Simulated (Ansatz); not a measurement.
# InH3+ (doublet): wave-function methods side by side at distance In1–H3 = 1.318 Å, def2-SVP

How much of the correlation energy of InH3+ (doublet) does each wave-function method recover here?

Computed with Ansatz 0.2.0, Gaussian basis. Level: def2-SVP, core rule «outside noble gas», up to 9 orbitals frozen.

The runs, in order: UHF; CCSD(T) on ROHF; CCSD(T) on UHF; BCCD(T) on ROHF; CISD; CCSDT(Q) on ROHF; CCSDT(Q) on UHF; CASSCF and MRCISD+Q, 3 electrons in 3 orbitals; CASSCF and NEVPT2, 3 electrons in 3 orbitals; Full CI.

39 further runs of the same task are left out: 21 for a known fault of the program, 15 that didn't finish, 3 set aside as unsound or not needed.

## (1) The geometry

The geometry derives from a PBE0/def2-TZVP stationary point (not a proven minimum). One bond is set to the value named and the two fragments are kept rigid. No spin-orbit coupling is included. Elements past krypton take def2 core potentials.

4 atoms, charge 1, spin multiplicity 2.

Atoms are counted from 1 here; the program's logs count them from 0.

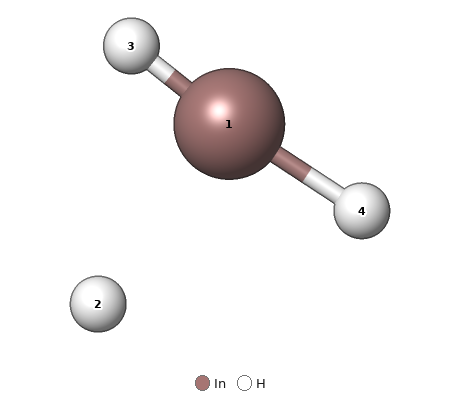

The structure; indium brown, hydrogen white; atoms are numbered from 1 in the order of the file.

Coordinates:

```
In    0.00000   -0.01902   -0.00244
H     0.00000    2.33282   -0.07143
H     0.00000   -0.11815   -1.31670
H     0.00000   -0.04856    1.66569
```

## (2) UHF

Input file in.yaml:

```yaml
crystal:
  periodic: [false, false, false]
  atoms:
    - {symbol: In, position_ang: [0.000000, -0.019015, -0.002437]}
    - {symbol: H, position_ang: [0.000000, 2.332824, -0.071425]}
    - {symbol: H, position_ang: [0.000000, -0.118151, -1.316703]}
    - {symbol: H, position_ang: [0.000000, -0.048561, 1.665685]}
basis:
  gaussian: {orbitals: def2-SVP}
total_charge: 1
magnetization: {spin_polarized: true, initial_magnetization: 1}
hamiltonian: {xc: hf}
output: {orbitals: {seedname: orbitals}}
```

The run is started by

```bash
ansatz run in.yaml --threads 1 --pin off --events-out ev --progress --plain --max-ram 2393MiB
```

The runs that follow: CCSD(T) on ROHF; CCSD(T) on UHF; BCCD(T) on ROHF; CISD; CCSDT(Q) on ROHF; CCSDT(Q) on UHF; CASSCF and MRCISD+Q, 3 electrons in 3 orbitals; CASSCF and NEVPT2, 3 electrons in 3 orbitals; Full CI.

Q: Predict the results of all the runs planned. Wanted: FCI below the RHF energy; RMP2 from FCI; UMP2 from FCI; RCCSD from FCI; RCCSD(T) from FCI; UCCSD(T) from FCI; RCCSDT(Q) from FCI; UCCSDT(Q) from FCI; NEVPT2 pair from FCI.

The runs gave:

| quantity | value |
| --- | --- |
| FCI below the RHF energy | -1.6906 eV |
| RMP2 from FCI | +41.3 kJ/mol |
| UMP2 from FCI | +41.0 kJ/mol |
| RCCSD from FCI | +2.0 kJ/mol |
| RCCSD(T) from FCI | +0.6 kJ/mol |
| UCCSD(T) from FCI | +0.5 kJ/mol |
| RCCSDT(Q) from FCI | -0.1 kJ/mol |
| UCCSDT(Q) from FCI | -0.2 kJ/mol |
| NEVPT2 pair from FCI | +35.7 kJ/mol |
| MRCISD+Q pair from FCI | -1.1 kJ/mol |
| levels within 1 kcal/mol (43 meV) | RCCSD, UCCSD, RCCSD(T), UCCSD(T), BCCD(T), RCCSDT, UCCSDT, RCCSDT(Q), UCCSDT(Q), MRCISD pair, MRCISD+Q pair |
| T1 diagnostic | 0.013 |
| effectively unpaired electrons | 1.02 |

**Reading.** RCCSD(T) misses by +0.6 kJ/mol, 0.3 % of the correlation energy. MRCISD+Q pair falls below full CI: the +Q correction isn't variational, and the cores differ from full CI's. One determinant dominates. Of the multireference levels listed MRCISD+Q pair comes nearest in total energy (-1.1 kJ/mol), which doesn't show that its space is the better one. These misses are within one basis, not against nature; the frozen cores of restricted and unrestricted runs differ, which can shift their rows.
